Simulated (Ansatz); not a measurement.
# ClFH3PSSi: inversion of the pyramid at P3, part 2 of 2

Aim: the minimum-energy path and barrier of the inversion of the pyramid at P3. The ends are relaxed first, then joined by a nudged elastic band. SMILES of the start: F[Si](P)(S)Cl.

Ansatz 0.2.0; RKS r2SCAN-D4/6-31G*. Earlier steps stand in the parts before.

## Step 6: The band, image by image

Images 0 and 6 are the ends. Energies count from image 0; the path length is the program's own measure over all atoms.

```tsv
image	path (Å)	energy (eV)	sum of angles at P3 (°)	band force (eV/Å)
0	0.000	0.0000	280.9	-
1	0.460	0.0732	298.3	0.031
2	0.921	0.4471	335.6	0.026
3*	1.381	0.9818	359.8	0.022
4	1.814	0.4688	330.3	0.036
5	2.248	0.0899	289.9	0.021
6	2.682	0.0519	279.1	-
```

The star marks the climbing image.

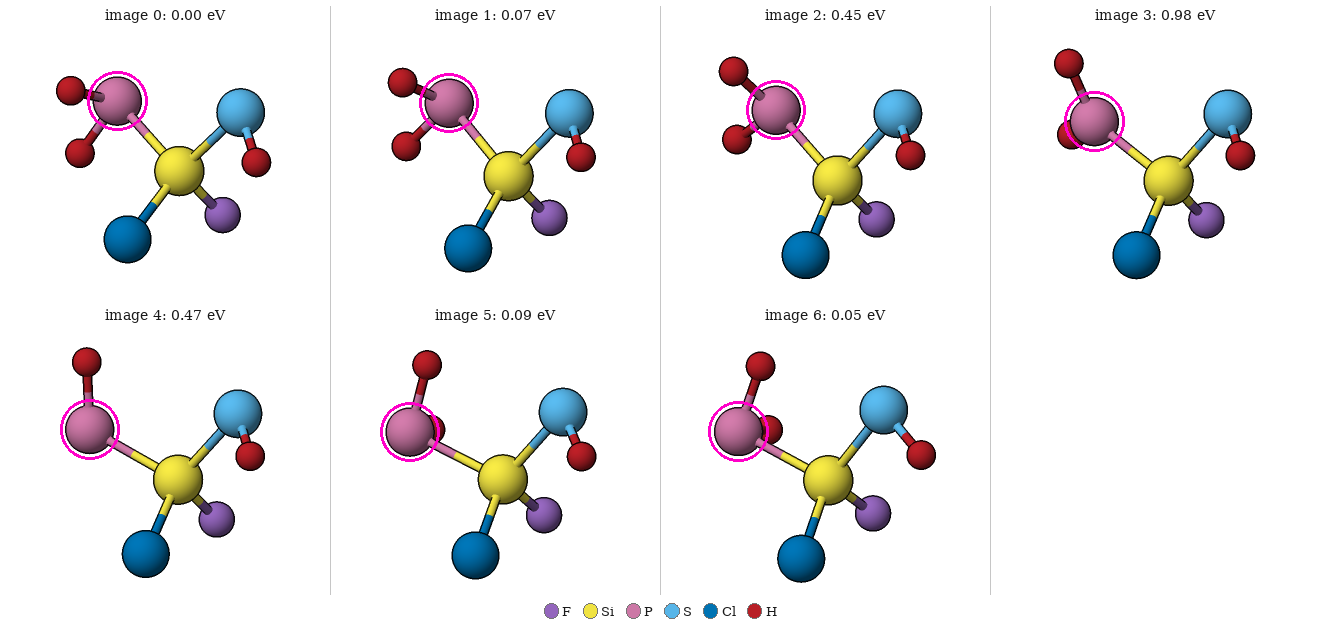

Snapshots along the band, viewed from a free direction. Ringed: P3. Sticks join atoms closer than a bonding distance in each image.

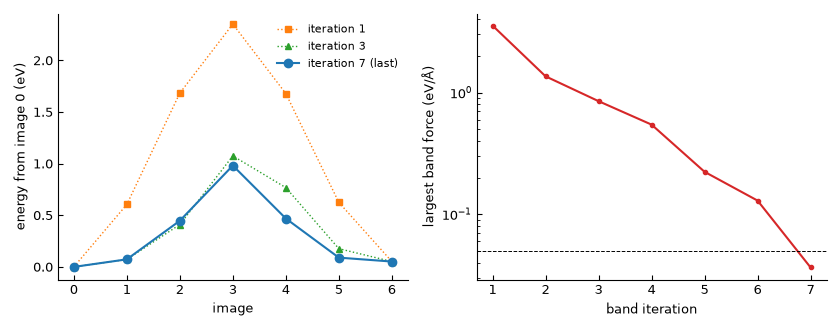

Left: energy of each image for early iterations and the last one (lines only join the points; early values far above the last band run off the scale). Right: the largest band force by iteration, with the threshold dashed.

How the highest energy settled:

```tsv
iteration	highest image above image 0 (eV)	largest band force (eV/Å)
1	2.3521	3.549
2	1.4036	1.359
3	1.0753	0.849
4	0.9972	0.545
5	0.9854	0.223
6	0.9826	0.129
7	0.9818	0.036
```

The band as a trajectory file:

```xyz
8
image=0 dE=0.0000
F    -0.615   -1.186    1.502
Si    0.004   -0.412    0.233
P    -1.113    1.513   -0.013
S    -0.253   -1.524   -1.560
Cl    2.017   -0.231    0.660
H    -0.072    2.120   -0.770
H    -0.650    2.035    1.229
H     0.775   -2.372   -1.336
8
image=1 dE=0.0732
F    -0.597   -1.130    1.588
Si    0.081   -0.436    0.302
P    -1.084    1.456    0.000
S    -0.273   -1.489   -1.511
Cl    2.104   -0.513    0.719
H    -0.208    2.152   -0.874
H    -0.757    2.170    1.183
H     0.827   -2.267   -1.463
8
image=2 dE=0.4471
F    -0.562   -1.085    1.619
Si    0.181   -0.461    0.334
P    -0.902    1.435    0.046
S    -0.269   -1.459   -1.489
Cl    2.186   -0.719    0.750
H    -0.395    2.228   -1.000
H    -0.970    2.255    1.190
H     0.823   -2.251   -1.504
8
image=3 dE=0.9818
F    -0.554   -1.086    1.632
Si    0.178   -0.485    0.334
P    -0.557    1.531    0.135
S    -0.262   -1.461   -1.492
Cl    2.186   -0.740    0.745
H    -0.578    2.202   -1.088
H    -1.155    2.232    1.185
H     0.834   -2.252   -1.508
8
image=4 dE=0.4688
F    -0.565   -1.087    1.622
Si    0.159   -0.463    0.329
P    -0.264    1.714    0.209
S    -0.261   -1.463   -1.496
Cl    2.171   -0.715    0.734
H    -0.716    2.089   -1.073
H    -1.269    2.118    1.112
H     0.837   -2.251   -1.493
8
image=5 dE=0.0899
F    -0.596   -1.007    1.565
Si    0.209   -0.370    0.323
P    -0.123    1.860    0.234
S    -0.248   -1.360   -1.509
Cl    2.196   -0.721    0.752
H    -0.804    1.895   -1.015
H    -1.305    1.899    1.026
H     0.764   -2.253   -1.432
8
image=6 dE=0.0519
F    -0.554   -0.999    1.493
Si    0.295   -0.307    0.311
P    -0.135    1.900    0.245
S    -0.141   -1.198   -1.571
Cl    2.260   -0.662    0.815
H    -0.808    1.820   -1.008
H    -1.337    1.746    0.994
H     0.512   -2.357   -1.334
```

## Step 7: Frequencies at the highest image

The geometry is the highest inner image of the first converged band.

input.yaml

```yaml
crystal:
  periodic: [false, false, false]
  atoms:
    - { symbol: F, position_ang: [-0.554, -1.085542, 1.632481] }
    - { symbol: Si, position_ang: [0.178297, -0.484713, 0.333906] }
    - { symbol: P, position_ang: [-0.556869, 1.531369, 0.135433] }
    - { symbol: S, position_ang: [-0.261741, -1.46068, -1.492124] }
    - { symbol: Cl, position_ang: [2.186156, -0.739736, 0.745339] }
    - { symbol: H, position_ang: [-0.578228, 2.201921, -1.08761] }
    - { symbol: H, position_ang: [-1.154957, 2.232405, 1.184876] }
    - { symbol: H, position_ang: [0.833541, -2.252023, -1.5081] }
basis:
  gaussian: { orbitals: "6-31G*" }
hamiltonian:
  xc: r2scan
  dispersion: d4
phonons: {}
```

On the command line:

```sh
$ ansatz run input.yaml --threads 2 --pin off --max-ram 3072MiB --backend cpu --events-out ev --progress --plain --runs-dir out
```

The program printed (excerpt; [...] marks lines left out):

```text
Warning: RAYON_NUM_THREADS=2 ignored (pool sized by the plan → 2); use --threads N
[...]
Functional definition: r2SCAN
[...]
1113 factors; their error is unknown
[...]
mean field -43287.20747140 eV, -1590.7755334507 hartree, gradient 2.5e-5 eV, S^2 0.000000; 0 other end points of the search recorded, 0 dependent functions left out
[...]
reference -43287.20748126 eV, -1590.7755338131 hartree; 37, 37 occupied and 60, 60 virtual orbitals, 1113 factors
[...]
1113 factors; their error is unknown
mean field -43287.20744253 eV, -1590.7755323898 hartree, gradient 1.2e-6 eV, S^2 0.000000; 0 other end points of the search recorded, 0 dependent functions left out
[...]
reference -43287.20745239 eV, -1590.7755327522 hartree; 37, 37 occupied and 60, 60 virtual orbitals, 1113 factors
[...]
1113 factors; their error is unknown
mean field -43287.20743964 eV, -1590.7755322838 hartree, gradient 9.8e-7 eV, S^2 0.000000; 0 other end points of the search recorded, 0 dependent functions left out
[...]
WARN: phonons: modes at or below zero, which the zero-point energy, F, S and C_V leave out: 1, the lowest at -656.11 cm⁻¹. A minimum has none, and a first-order saddle one
[...]
Total energy: -43287.27332301 eV, -1590.7779534529 hartree
Atom 0 at    -0.554000    -1.085542     1.632481 Å, force     0.001103    -0.010131    -0.004199 eV/Å
Atom 1 at     0.178297    -0.484713     0.333906 Å, force     0.006505     0.018568     0.003785 eV/Å
Atom 2 at    -0.556869     1.531369     0.135433 Å, force    -0.009846     0.007496    -0.000488 eV/Å
Atom 3 at    -0.261741    -1.460680    -1.492124 Å, force    -0.004929     0.001450    -0.002996 eV/Å
Atom 4 at     2.186156    -0.739736     0.745339 Å, force    -0.006325     0.004967     0.003991 eV/Å
Atom 5 at    -0.578228     2.201921    -1.087610 Å, force     0.005194    -0.019697     0.007417 eV/Å
Atom 6 at    -1.154957     2.232405     1.184876 Å, force     0.012076    -0.007519    -0.008753 eV/Å
Atom 7 at     0.833541    -2.252023    -1.508100 Å, force    -0.003779     0.004866     0.001244 eV/Å
Dipole moment:    -0.036147     0.192650    -0.185917 e Å
Vibrations: -656.11 102.78 138.37 180.76 209.69 247.02 267.80 329.03 422.11 532.83 579.74 604.27 793.40 914.98 1031.21 2583.16 2631.84 2679.34 cm⁻¹, zero-point energy 0.883284 eV
```

Wall time 1.9 min (2 threads of Arm Neoverse V1, shared host); peak memory 0.16 GiB.

Of 18 modes, 1 is imaginary by more than 30 cm⁻¹ (656i cm⁻¹).

## Step 8: What came out

What follows sums up all 2 parts.

| quantity | value |
| --- | --- |
| end A | 10 moves, 0.122 eV lower |
| end B | 8 moves, 0.091 eV lower |
| barrier forwards | 0.98 eV |
| barrier backwards | 0.93 eV |
| second end relative to first | +0.052 eV |
| highest image | 3 of 0 to 6, climbing |
| band iterations | 7 |
| imaginary modes at the top | 656i cm⁻¹ |

The top lies 0.98 eV above the first end, or 38 kT at room temperature, which at an assumed attempt frequency of 10^13 s⁻¹ means a rate near 10^-3 s⁻¹. Going back costs 0.93 eV, since the second end is 0.052 eV above the first. One imaginary mode, as a first-order saddle point has. These are electronic energies, with no zero-point or thermal terms.
